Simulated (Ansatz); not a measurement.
**VOs (Pm-3m): Grüneisen parameters**

Does VOs (Pm-3m) expand much on heating, by its phonons?

Program: Ansatz 0.2.0. Level of theory: DFT PBEsol, scalar-relativistic, plane waves, PAW; PAW set soft_1. Results are calculated unless marked as measured.

### Step 1. The starting structure

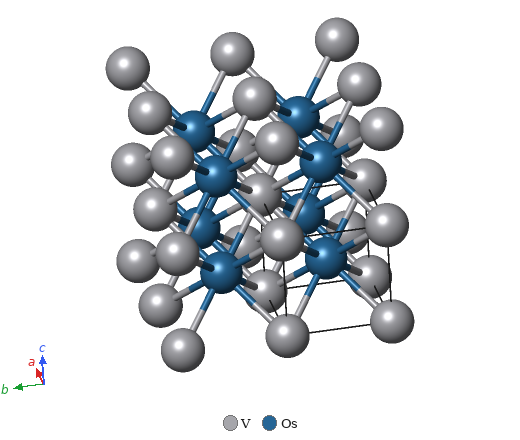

The cell as given, from a free direction (vanadium grey, osmium blue). 2×2×2 cells are drawn. Some periodic images of atoms are drawn too.

Structure file:

```cif
data_structure
_symmetry_space_group_name_H-M 'Pm-3m'
_symmetry_Int_Tables_number 221
_cell_length_a 2.9878
_cell_length_b 2.9878
_cell_length_c 2.9878
_cell_angle_alpha 90.000
_cell_angle_beta 90.000
_cell_angle_gamma 90.000
_cell_volume 26.67
loop_
_atom_site_label
_atom_site_type_symbol
_atom_site_symmetry_multiplicity
_atom_site_Wyckoff_symbol
_atom_site_fract_x
_atom_site_fract_y
_atom_site_fract_z
_atom_site_occupancy
V1 V 1 a 0.00000 0.00000 0.00000 1
Os1 Os 1 b 0.50000 0.50000 0.50000 1
```

### Step 2. Response at finite wavevector

The cell comes from relaxations at this level that are not shown. Stability and thermal properties need the whole zone. Linear response on a 4×4×4 q mesh gives force constants as far as a supercell of that size would.

Input file input.yaml:

```yaml
crystal:
  lattice:
    - [2.9878150098, 0.0, 0.0]
    - [0.0, 2.9878150098, 0.0]
    - [0.0, 0.0, 2.9878150098]
  atoms:
    - { symbol: V, position: [0.0, 0.0, 0.0] }
    - { symbol: Os, position: [0.5, 0.5, 0.5] }
kpoints:
  mp_grid: { grid: [16, 16, 16] }
hamiltonian:
  xc: pbesol
  pseudopotentials: { kind: paw, azcp: { folder: soft_1 }, xc_functional: pbe }
scf:
  occupations: { method: methfessel_paxton, width: 0.2 }
output:
  eigenvalues: true
phonons:
  method: dfpt
  qmesh: [4, 4, 4]
  temperatures: { t_max: 1000, t_step: 50 }
  qpath:
    path:
      - [[0.0, 0.0, 0.0], [0.0, 0.5, 0.0], [0.5, 0.5, 0.0], [0.0, 0.0, 0.0], [0.5, 0.5, 0.5], [0.0, 0.5, 0.0]]
      - [[0.5, 0.5, 0.5], [0.5, 0.5, 0.0]]
    npoints: 10
```

On the command line:

```sh
ansatz run input.yaml --threads 4 --pin off --max-ram 10240MiB --backend cpu --events-out ev --progress --plain --runs-dir out
```

Numbers of over 12 decimals in the logs are rounded to 6 here.

The log of the run:

```text
Engine: ansatz 0.2.0, aarch64-unknown-linux-gnu
Pseudopotentials: kind: paw
Pseudopotential: V, paw, valence charge 13, recommended cutoff 420 eV (normal), soft_1/V.paw.azcp
Pseudopotential: Os, paw, valence charge 16, recommended cutoff 420 eV (normal), soft_1/Os.paw.azcp
Functional definition: PBEsol
  exchange = pbesol_x
  correlation = pbesol_c
Crystal: 2 atoms, lattice volume = 26.672 Å³
Basis set: ecut = 420 eV, 485 PW (Γ), exchange–correlation on 40×40×40 points (8 copies of the dense FFT grid, shifted against one another)
Bands: 19, of which v1, the nominal top of the filled ones, is band 15 counted from 1 (14 counted from 0)
Symmetry: 48 space group operations
k-points: 165 of 4096
Non-local potential: V, projectors of the file, l = 0: 3, l = 1: 2, l = 2: 3, l = 3: 1
Non-local potential: Os, projectors of the file, l = 0: 3, l = 1: 2, l = 2: 2, l = 3: 1
PAW form: soft (Blöchl's): semilocal exchange-correlation on the pseudo side does not see the compensation charge
PAW frozen core: V, regenerated for the run's functional, and the local potential with it (the file was generated under x = pbe(κ = 0.804, μ = 0.219515), c = pbe(β = 0.066725))
PAW frozen core: Os, regenerated for the run's functional, and the local potential with it (the file was generated under x = pbe(κ = 0.804, μ = 0.219515), c = pbe(β = 0.066725))
PAW one-centre angular grid: V, 590 points (default); XC on 64 Gauss nodes
PAW one-centre angular grid: Os, 590 points (default); XC on 64 Gauss nodes
Initial density: superposition of atomic densities (chi_scale 0.1, normalization cell, long waves kept (reshape's long-wave potential 0.00 eV rms))
Initial wavefunctions: pseudopotential atomic-orbital guess
Functional: x = pbesol(κ = 0.804, μ = 0.123457), c = pbesol(β = 0.046)
SCF iter   1: F=—  HF=-14139.566496 eV  |F-HF|=—  |Δ(HF+E_count)|=         —  Δρ=1.68e-1  dr2=1.16e1  ethr=3.10e-3  ⟨swp⟩=4.7  Hψ=12001  notcnv=0
preconditioner: auto → none  [metal: Δε(μ)=0.010 eV  Ē_g=5.225 eV  σ=0.200 eV  W_gap=0.04  n_scr=6 (ndim 8)  ℏωp=25.9 eV  f_vac=0.000  D(μ)=2.01/eV (n_scr^D=26)  sad-step TF]
SCF iter   2: F=—  HF=-14138.936513 eV  |F-HF|=—  |Δ(HF+E_count)|=   6.30e-1  S|Δr|=    0.00e0  Δρ=1.47e-1  dr2=8.98e0  ethr=3.10e-3  ⟨swp⟩=2.4  Hψ=6021  notcnv=0  defer=18
SCF iter   3: F=—  HF=-14138.111201 eV  |F-HF|=—  |Δ(HF+E_count)|=   8.25e-1  S|Δr|=    0.00e0  Δρ=3.22e-2  dr2=4.78e-1  ethr=3.10e-3  ⟨swp⟩=2.1  Hψ=5040  notcnv=0  defer=18
SCF iter   4: F=—  HF=-14138.062105 eV  |F-HF|=—  |Δ(HF+E_count)|=   4.91e-2  S|Δr|=    0.00e0  Δρ=7.89e-3  dr2=1.56e-2  ethr=1.65e-3  ⟨swp⟩=2.0  Hψ=4815  notcnv=0  defer=11
SCF iter   5: F=—  HF=-14138.059546 eV  |F-HF|=—  |Δ(HF+E_count)|=   2.56e-3  S|Δr|=    0.00e0  Δρ=1.02e-3  dr2=3.75e-4  ethr=5.39e-5  ⟨swp⟩=2.2  Hψ=4338  notcnv=0  defer=11
SCF iter   6: F=—  HF=-14138.059501 eV  |F-HF|=—  |Δ(HF+E_count)|=   4.54e-5  S|Δr|=    0.00e0  Δρ=7.06e-5  dr2=1.48e-6  ethr=1.29e-6  ⟨swp⟩=1.5  Hψ=3310  notcnv=0  defer=11
SCF iter   7: F=—  HF=-14138.059508 eV  |F-HF|=—  |Δ(HF+E_count)|=   6.50e-6  S|Δr|=    0.00e0  Δρ=7.33e-6  dr2=1.62e-8  ethr=5.10e-9  ⟨swp⟩=2.0  Hψ=5072  notcnv=0  defer=11
SCF iter   8: F=—  HF=-14138.059508 eV  |F-HF|=—  |Δ(HF+E_count)|=   2.16e-9  S|Δr|=    0.00e0  Δρ=8.85e-7  dr2=9.51e-11  ethr=5.57e-11  ⟨swp⟩=2.6  Hψ=5218  notcnv=0  defer=11
SCF iter   9: F=-14138.059508 eV  HF=-14138.059508 eV  |F-HF|=5.46e-12  |Δ(HF+E_count)|=    0.00e0  S|Δr|=    0.00e0  Δρ=1.54e-7  dr2=6.28e-12  ethr=1.00e-12  ⟨swp⟩=5.4  Hψ=12569  notcnv=0
the search or the solves at the SCF's close seem to have found levels that the self-consistency loop had missed (the run counts 2). By its estimate they hold under 1e-12 electrons; where the run keeps them, the occupations were computed again with them
SCF 1 converged in 9 iterations: F = -14138.059508 eV  dr2 = 6.28e-12
  greatest PAW one-centre occupation: 1.000 electrons in one spin orbital (limit 2), on the V atom at site 0 (counted from 0), in its partial waves of l = 0
phonons: the bands overlap, so this run is a metal and interpolates without the dipole-dipole term. If the crystal is really an insulator or semiconductor, its LO-TO splitting is missing
NSCF: frozen V_eff on 165 k-points
NSCF: frozen V_eff on 405 k-points
DFPT response loops at q = (0, 0, 0) (fractional): preconditioner auto → Kerker (q_TF=auto, 2.767 Å⁻¹) (partly filled bands, converged f_vac=0.000); β = 1.00, the filter's whole step (`scf.mixing.beta` (0.50) is not read by the response loops under this deck's `scf.mixing.preconditioner`; to damp them name `kerker` or `kerker_dos`, under which they read `scf.mixing.beta`, and type it under 1.00, their step now; both keys bind the ground state too); Broyden in place of MSR1
NSCF: frozen V_eff on 2592 k-points
DFPT response loops at q = (0, 0, 0.25) (fractional): mixed as the last ones told, above
NSCF: frozen V_eff on 1458 k-points
DFPT response loops at q = (0, 0, -0.5) (fractional): mixed as the last ones told, above
NSCF: frozen V_eff on 4608 k-points
DFPT response loops at q = (0, 0.25, 0.25) (fractional): mixed as the last ones told, above
NSCF: frozen V_eff on 2592 k-points
DFPT response loops at q = (0, 0.25, -0.5) (fractional): mixed as the last ones told, above
NSCF: frozen V_eff on 1458 k-points
DFPT response loops at q = (0, -0.5, -0.5) (fractional): mixed as the last ones told, above
NSCF: frozen V_eff on 4352 k-points
DFPT response loops at q = (0.25, 0.25, 0.25) (fractional): mixed as the last ones told, above
NSCF: frozen V_eff on 4608 k-points
DFPT response loops at q = (0.25, 0.25, -0.5) (fractional): mixed as the last ones told, above
NSCF: frozen V_eff on 2592 k-points
DFPT response loops at q = (0.25, -0.5, -0.5) (fractional): mixed as the last ones told, above
NSCF: frozen V_eff on 810 k-points
DFPT response loops at q = (-0.5, -0.5, -0.5) (fractional): mixed as the last ones told, above
SCF converged after 9 iterations
Stability not checked: this state was not tested for a lower state beside it, because cold or Methfessel-Paxton smearing, or corrected tetrahedra, fill the levels in a way that the test cannot read (fill_not_monotonic; see scf.lower_state_search)
Free energy (F): -14138.059508 eV
Harris-Foulkes:  -14138.059508 eV  (|F-HF|=5.46e-12)
Internal energy: -14138.058894 eV  (E = F + TS)
E sigma→0 (E₀):  -14138.059354 eV
Entropy (-TS):   -0.000613 eV (-0.307 meV/atom)
Fermi energy:    22.540048 eV
--- Per-component energies (eV) ---
  E_band       = -205.289000
  E_kinetic    = 788.135463
  E_local      = -1855.018100  (includes V_loc(G=0)·N_el)
  E_nonlocal   = 281.447843
  E_hartree    = 717.548323
  E_xc         = -347.733843
  E_vxc        = -392.319469  (∫ρ·V_xc dr)
  E_paw        = -10013.164993  (= ΣΔE_a)
  E_vpaw       = -462.632981  (= ΣTr[D̂ρ^β])
  E_aug_tail   = 0.001517  (compensation charges beyond the density's cutoff)
  E_ewald      = -3709.672782
  E_core_change = 0.397677  (= ΣΔE_core)
  E_smearing   = -0.000613  (= −TS)
  E_closure    = -0.000000  (closes the sum)
  Σ components = -14138.059508   (vs F -14138.059508, Δ=0.00e0)
--- Band table (eV; the first three rows and the last of 165) ---
  k-point 0: bands = [... 11 lower, 20.3822, 20.3822, 20.3822, 23.3683, 23.3683, 25.2300, 25.2300, 25.2300]
  k-point 1: bands = [... 11 lower, 20.3680, 20.3680, 20.4180, 23.2804, 23.4000, 25.0345, 25.0345, 25.1745]
  k-point 2: bands = [... 11 lower, 20.3296, 20.3296, 20.5245, 23.0264, 23.4916, 24.5471, 24.5471, 25.0126]
  k-point 164: bands = [... 11 lower, 20.0660, 20.0660, 20.0660, 23.5787, 23.5787, 24.1359, 24.1359, 29.9495]
--- Phonons (Γ-DFPT): 2 representative perturbations + reference (Σ response iterations 6) ---
  ASR residual: 1.950e-4 → 0.000e0 eV/Å²; symmetrization residual: 7.477e-6 eV/Å²
  ASR residual per site (eV/Å²): 9.23e-6 1.95e-4
  Γ frequencies (cm⁻¹): 0.00 0.00 0.00 109.24 109.24 109.24
--- Phonons (arbitrary-q DFPT): 10 irreducible q on the 4×4×4 mesh ---
  q = [0.0000, 0.0000, 0.0000] (star 1, of the zone-centre solve; hermiticity 8.48e-6, symmetrization 6.88e-12): 0.00 0.00 0.00 109.24 109.24 109.24
  q = [0.0000, 0.0000, 0.2500] (star 6, 4 solved perturbations in 4032 linear systems a pass and spin channel, the states on 1296 of 4096 k-point pairs; hermiticity 1.21e-6, symmetrization 2.23e-13): 79.10 79.10 114.94 191.11 191.11 243.57
  q = [0.0000, 0.0000, -0.5000] (star 3, 4 solved perturbations in 2268 linear systems a pass and spin channel, the states on 729 of 4096 k-point pairs; hermiticity 4.52e-7, symmetrization 2.30e-7): 102.23 102.23 146.17 227.54 227.54 267.26
  q = [0.0000, 0.2500, 0.2500] (star 12, 4 solved perturbations in 7056 linear systems a pass and spin channel, the states on 2304 of 4096 k-point pairs; hermiticity 1.56e-6, symmetrization 2.34e-13): 63.84 92.82 94.77 172.64 225.04 236.04
  q = [0.0000, 0.2500, -0.5000] (star 12, 6 solved perturbations on 1296 of 4096 k-point pairs; hermiticity 9.32e-7, symmetrization 1.12e-7): 78.05 94.12 104.22 205.13 252.81 282.47
  q = [0.0000, -0.5000, -0.5000] (star 3, 4 solved perturbations in 2268 linear systems a pass and spin channel, the states on 729 of 4096 k-point pairs; hermiticity 1.35e-6, symmetrization 3.93e-11): 88.04 93.81 93.81 168.99 281.16 281.16
  q = [0.2500, 0.2500, 0.2500] (star 8, 2 solved perturbations on 2176 of 4096 k-point pairs; hermiticity 6.53e-7, symmetrization 1.72e-13): 46.85 91.73 91.73 227.11 233.51 233.51
  q = [0.2500, 0.2500, -0.5000] (star 12, 4 solved perturbations in 7056 linear systems a pass and spin channel, the states on 2304 of 4096 k-point pairs; hermiticity 7.48e-7, symmetrization 5.78e-8): 82.90 90.98 128.33 221.89 234.41 266.51
  q = [0.2500, -0.5000, -0.5000] (star 6, 4 solved perturbations in 4032 linear systems a pass and spin channel, the states on 1296 of 4096 k-point pairs; hermiticity 1.11e-7, symmetrization 3.23e-8): 123.80 123.80 130.13 225.14 267.71 267.71
  q = [-0.5000, -0.5000, -0.5000] (star 1, 2 solved perturbations on 405 of 4096 k-point pairs; hermiticity 1.06e-9, symmetrization 5.31e-10): 153.32 153.32 153.32 222.86 222.86 222.86
  sum rule: each row above includes the acoustic sum rule's correction from the zone centre's row sums; it moved no ω² by more than (0.53 cm⁻¹)²
  mesh force constants: q→R imaginary residual 3.50e-18; ASR residual 1.950e-4 → 0.000e0 eV/Å²; symmetrization residual 5.329e-15 eV/Å²
  interpolated dispersion: 62 rows × 6 modes
  density of states and harmonic sums: on the 24×24×24 q-mesh, interpolated from the force constants of a 4×4×4 supercell (no non-analytic term)
  largest difference from the sums on the solved wave vectors: F 9.27e-3 eV, S 1.33e-5 and C_V 4.02e-6 eV/K
  zero-point energy: 0.060666 eV/cell   skipped modes (ω ≤ 0): 3   left out of the sums: 3.62e-5 of the cell's modes: C_V's classical limit lies that fraction below 3 k_B per atom; for a crystal, a wire or a layer, F and S can be off by more, and a phonons.interpolated_qmesh denser along its periods is the remedy for the sampling
```

The job ended after 7.7 min (4 threads of Arm Neoverse V1, shared host; peak memory 3.2 GiB; 30 min of CPU time).

Numbers from this step:

```
volume per atom                                         : 13.34 Å³
gap on the k-mesh                                       : 0 eV
sum-rule residual before enforcement                    : 1.95e-4 eV/Å²
lowest frequency on the path                            : 0 cm⁻¹
point group                                             : m-3m
highest frequency on the path or at a solved wavevector : 283.4 cm⁻¹
mean frequency                                          : 163.1 cm⁻¹
Debye temperature (second moment)                       : 332 K
logarithmic mean frequency                              : 145.3 cm⁻¹
highest optical mode at the zone centre (no LO-TO term) : 109.2 cm⁻¹
lowest optical zone-centre mode                         : 109.2 cm⁻¹
lowest mode on the q mesh (acoustic modes at Γ apart)   : 46.85 cm⁻¹
zero-point energy per atom                              : 30.33 meV
heat capacity at 300 K                                  : 23.50 J/(mol atoms K)
vibrational entropy at 300 K                            : 34.69 J/(mol atoms K)
```

Frequencies (cm⁻¹) solved at each irreducible wavevector; negative means imaginary. Frequencies by wavevector, by row:

| q in reciprocal lattice units | star | mode 1 | mode 2 | mode 3 | mode 4 | mode 5 | mode 6 |
| --- | --- | --- | --- | --- | --- | --- | --- |
| 0 0 0 | 1 | 0 | 0 | 0 | 109.2 | 109.2 | 109.2 |
| 0 0 0.25 | 6 | 79.1 | 79.1 | 114.9 | 191.1 | 191.1 | 243.6 |
| 0 0 -0.5 | 3 | 102.2 | 102.2 | 146.2 | 227.5 | 227.5 | 267.3 |
| 0 0.25 0.25 | 12 | 63.8 | 92.8 | 94.8 | 172.6 | 225 | 236 |
| 0 0.25 -0.5 | 12 | 78 | 94.1 | 104.2 | 205.1 | 252.8 | 282.5 |
| 0 -0.5 -0.5 | 3 | 88 | 93.8 | 93.8 | 169 | 281.2 | 281.2 |
| 0.25 0.25 0.25 | 8 | 46.9 | 91.7 | 91.7 | 227.1 | 233.5 | 233.5 |
| 0.25 0.25 -0.5 | 12 | 82.9 | 91 | 128.3 | 221.9 | 234.4 | 266.5 |
| 0.25 -0.5 -0.5 | 6 | 123.8 | 123.8 | 130.1 | 225.1 | 267.7 | 267.7 |
| -0.5 -0.5 -0.5 | 1 | 153.3 | 153.3 | 153.3 | 222.9 | 222.9 | 222.9 |

Symmetry leaves 10 wavevectors to solve. The lowest mode among them, the acoustic zeros apart, lies at q = (0.25, 0.25, 0.25) and is real, 46.9 cm⁻¹.

### Step 3. Relaxing at another volume, volume ratio 0.97

The volume is scaled by 0.97 and held; symmetry leaves nothing to relax, so this is a single point. The modes can then be followed against volume.

input.yaml, the sections that differ from step 2:

```yaml
crystal:
  lattice:
    - [2.9576329966, 0.0, 0.0]
    - [0.0, 2.9576329966, 0.0]
    - [0.0, 0.0, 2.9576329966]
  atoms:
    - { symbol: V, position: [0.0, 0.0, 0.0] }
    - { symbol: Os, position: [0.5, 0.5, 0.5] }
output:
  forces: true
  stress: true
  eigenvalues: true
# kpoints, hamiltonian, scf: as in step 2
# phonons: removed
```

The log of the run:

```text
[...]
Crystal: 2 atoms, lattice volume = 25.872 Å³
Basis set: ecut = 420 eV, 485 PW (Γ), exchange–correlation on 40×40×40 points (8 copies of the dense FFT grid, shifted against one another)
Bands: 19, of which v1, the nominal top of the filled ones, is band 15 counted from 1 (14 counted from 0)
Symmetry: 48 space group operations
[...]
k-points: 165 of 4096
[...]
--- Band table (eV; the first three rows and the last of 165) ---
  k-point 0: bands = [... 11 lower, 21.1181, 21.1181, 21.1181, 24.2175, 24.2175, 26.1772, 26.1772, 26.1772]
  k-point 1: bands = [... 11 lower, 21.1034, 21.1034, 21.1554, 24.1241, 24.2511, 25.9712, 25.9712, 26.1187]
  k-point 2: bands = [... 11 lower, 21.0637, 21.0637, 21.2662, 23.8545, 24.3483, 25.4584, 25.4584, 25.9478]
  k-point 164: bands = [... 11 lower, 20.8033, 20.8033, 20.8033, 24.4733, 24.4733, 25.0234, 25.0234, 31.1092]
[key lines of the parts left out:]
SCF converged after 8 iterations
Free energy (F): -14138.034629 eV
Fermi energy:    23.354965 eV
P = ⅓ Tr σ = 10.2413 GPa (102.413 kbar)
```

The job ended after 1.4 s (4 threads; peak memory 0.37 GiB; 4.9 s of CPU time).

Numbers from this step:

* pressure: 10.24 GPa
* volume per atom: 12.94 Å³

The run ends at a pressure of 10.24 GPa.

### Step 4. Phonons at the other volume, volume ratio 0.97

The phonons are repeated at this volume on the same k and q meshes.

Changes to input.yaml since step 3:

```diff
@@ -16,4 +16,11 @@
 output:
-  forces: true
-  stress: true
   eigenvalues: true
+phonons:
+  method: dfpt
+  qmesh: [4, 4, 4]
+  temperatures: { t_max: 1000, t_step: 50 }
+  qpath:
+    path:
+      - [[0.0, 0.0, 0.0], [0.0, 0.5, 0.0], [0.5, 0.5, 0.0], [0.0, 0.0, 0.0], [0.5, 0.5, 0.5], [0.0, 0.5, 0.0]]
+      - [[0.5, 0.5, 0.5], [0.5, 0.5, 0.0]]
+    npoints: 10
```

The log of the run:

```text
[...]
Crystal: 2 atoms, lattice volume = 25.872 Å³
Basis set: ecut = 420 eV, 485 PW (Γ), exchange–correlation on 40×40×40 points (8 copies of the dense FFT grid, shifted against one another)
Bands: 19, of which v1, the nominal top of the filled ones, is band 15 counted from 1 (14 counted from 0)
Symmetry: 48 space group operations
k-points: 165 of 4096
[...]
SCF iter   1: F=—  HF=-14139.499795 eV  |F-HF|=—  |Δ(HF+E_count)|=         —  Δρ=1.67e-1  dr2=1.10e1  ethr=3.10e-3  ⟨swp⟩=4.7  Hψ=12122  notcnv=0
[...]
SCF iter   9: F=-14138.034629 eV  HF=-14138.034629 eV  |F-HF|=3.64e-12  |Δ(HF+E_count)|=    0.00e0  S|Δr|=    0.00e0  Δρ=1.52e-7  dr2=5.70e-12  ethr=1.00e-12  ⟨swp⟩=5.5  Hψ=12564  notcnv=0
[...]
SCF 1 converged in 9 iterations: F = -14138.034629 eV  dr2 = 5.70e-12
[...]
NSCF: frozen V_eff on 165 k-points
[...]
SCF converged after 9 iterations
[...]
Free energy (F): -14138.034629 eV
[...]
Internal energy: -14138.034249 eV  (E = F + TS)
E sigma→0 (E₀):  -14138.034534 eV
Entropy (-TS):   -0.000380 eV (-0.190 meV/atom)
Fermi energy:    23.354964 eV
[...]
--- Band table (eV; the first three rows and the last of 165) ---
  k-point 0: bands = [... 11 lower, 21.1181, 21.1181, 21.1181, 24.2175, 24.2175, 26.1772, 26.1772, 26.1772]
  k-point 1: bands = [... 11 lower, 21.1034, 21.1034, 21.1554, 24.1241, 24.2511, 25.9712, 25.9712, 26.1187]
  k-point 2: bands = [... 11 lower, 21.0637, 21.0637, 21.2662, 23.8545, 24.3483, 25.4584, 25.4584, 25.9478]
  k-point 164: bands = [... 11 lower, 20.8033, 20.8033, 20.8033, 24.4733, 24.4733, 25.0234, 25.0234, 31.1092]
[...]
ASR residual: 1.933e-4 → 0.000e0 eV/Å²; symmetrization residual: 8.107e-6 eV/Å²
  ASR residual per site (eV/Å²): 1.81e-5 1.93e-4
  Γ frequencies (cm⁻¹): 0.00 0.00 0.00 136.47 136.47 136.47
--- Phonons (arbitrary-q DFPT): 10 irreducible q on the 4×4×4 mesh ---
[...]
interpolated dispersion: 62 rows × 6 modes
[...]
```

The job ended after 7.5 min (4 threads; peak memory 3.1 GiB).

Numbers from this step:

```yaml
sum_rule_residual_before_enforcement: 1.93e-4 eV/Å²
highest_frequency_on_the_path_or_at_a_solved_wavevector: 303.1 cm⁻¹
mean_frequency: 176.1 cm⁻¹
debye_temperature_second_moment: 358 K
logarithmic_mean_frequency: 157.5 cm⁻¹
highest_optical_mode_at_the_zone_centre_no_lo_to_term: 136.5 cm⁻¹
lowest_optical_zone_centre_mode: 136.5 cm⁻¹
lowest_mode_on_the_q_mesh_acoustic_modes_at_gamma_apart: 61.04 cm⁻¹
zero_point_energy_per_atom: 32.74 meV
heat_capacity_at_300_k: 23.28 J/(mol atoms K)
vibrational_entropy_at_300_k: 32.8 J/(mol atoms K)
```

Frequencies (cm⁻¹) solved at each irreducible wavevector; negative means imaginary. Frequencies by wavevector, by row:

| q in reciprocal lattice units | star | mode 1 | mode 2 | mode 3 | mode 4 | mode 5 | mode 6 |
| --- | --- | --- | --- | --- | --- | --- | --- |
| 0 0 0 | 1 | 0 | 0 | 0 | 136.5 | 136.5 | 136.5 |
| 0 0 0.25 | 6 | 84.4 | 84.4 | 124.4 | 207.4 | 207.4 | 261 |
| 0 0 -0.5 | 3 | 111.7 | 111.7 | 158.9 | 240.6 | 240.6 | 281.6 |
| 0 0.25 0.25 | 12 | 68.2 | 102.6 | 103.9 | 188.8 | 246.2 | 249.7 |
| 0 0.25 -0.5 | 12 | 85.1 | 101.7 | 113.7 | 220.4 | 271 | 300.6 |
| 0 -0.5 -0.5 | 3 | 98.7 | 100 | 100 | 187 | 302.3 | 302.3 |
| 0.25 0.25 0.25 | 8 | 61 | 99.2 | 99.2 | 244.9 | 251.6 | 251.6 |
| 0.25 0.25 -0.5 | 12 | 92.9 | 98 | 139.4 | 242 | 249.2 | 285.1 |
| 0.25 -0.5 -0.5 | 6 | 132.2 | 132.2 | 141.5 | 242.2 | 286.9 | 286.9 |
| -0.5 -0.5 -0.5 | 1 | 164.9 | 164.9 | 164.9 | 238.9 | 238.9 | 238.9 |

The highest optical mode at the zone centre (no LO-TO term) is 136.5 cm⁻¹, +27.2 cm⁻¹ against the base run.

(Continued in part 2 of 2.)

[Logs are printed without paths, hosts, clocks, repeated set-up lines and the standing remarks that a program may print on its own settings, such as how far it seeks lower states.]

[Hosts, paths, dates, database ids (printed as entryN), source tags and the programs' standing remarks are cut or masked in the printed files.]
